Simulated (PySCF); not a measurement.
C$_{6}$H$_{10}$N$_{2}$Si (SMILES C#C[C@](C)(CC#N)N[SiH3])

```xyz
19

C    -1.3673   -1.8339   -1.5015
C    -0.9010   -1.0506   -0.7266
C    -0.3848   -0.0690    0.2182
C    -1.1391   -0.2157    1.5476
C    -0.6646    1.3421   -0.3944
C    -0.1873    2.3788    0.4764
N     0.2092    3.1770    1.1936
N     1.0275   -0.2739    0.4327
Si    2.1731   -0.7347   -0.7666
H    -1.7623   -2.5324   -2.1777
H    -0.8216    0.5581    2.2448
H    -0.9250   -1.1908    1.9794
H    -2.2124   -0.1305    1.3916
H    -0.1474    1.4177   -1.3545
H    -1.7377    1.4713   -0.5563
H     1.3571    0.2905    1.2020
H     1.8249   -2.0779   -1.2252
H     2.2036    0.1615   -1.9356
H     3.4453   -0.6785   -0.0552
```

Geometry: GFN2-xTB.

All numbers below come from PBE0/pcSseg-1, SCF density, gas phase, non-relativistic in PySCF 2.14.0.

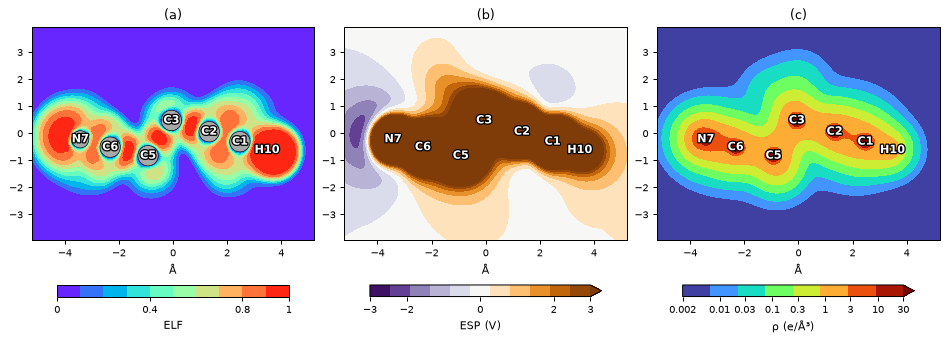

Figure 1. (a) electron localisation function; (b) electrostatic potential; (c) electron density on the plane of atoms C3, C5 and C6. Grey discs cover the atomic cores in the ELF map.

What do the fields say about this system?

Answer. The section cuts through C, N and H sites. C–N (1.14 Å): ρ at the midpoint is about 3.6 e/Å³; the ELF peaks at about 0.85 between the atoms: a short, multiple covalent bond. C–C (1.20 Å): ρ is about 2.8 e/Å³ halfway; the ELF peaks at about 0.85 between the atoms: a short, multiple covalent bond. C–H (1.05 Å): ρ is about 2.1 e/Å³ halfway; the ELF climbs to about 1 towards the hydrogen, as it does in any bond to H: an ordinary covalent bond to hydrogen. The ELF also peaks beside N7, away from the bonds: lone-pair regions. Outside the dense part of the molecule the potential is most negative (−2.2 V) near N7.

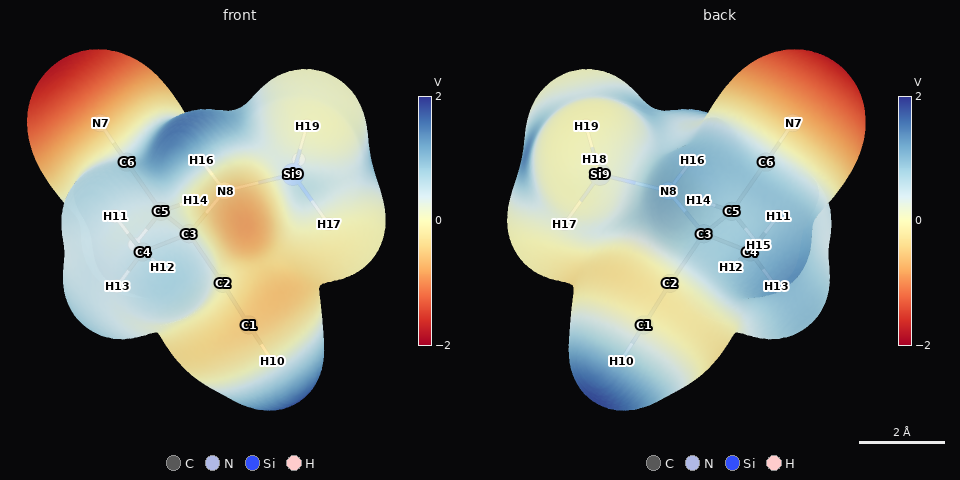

Figure 2. The electrostatic potential painted on the density surface at 0.002 e/bohr³, seen from the front and from behind; red is negative and blue positive.

Describe the electrostatic potential map.

Answer. The most negative region (about −1.8 V) lies over N7, the most positive (about +1.8 V) over H10. N7 is the likeliest acceptor of a hydrogen bond.

How polar is the molecule by this calculation?

Answer. Its dipole moment is 3.23 D.
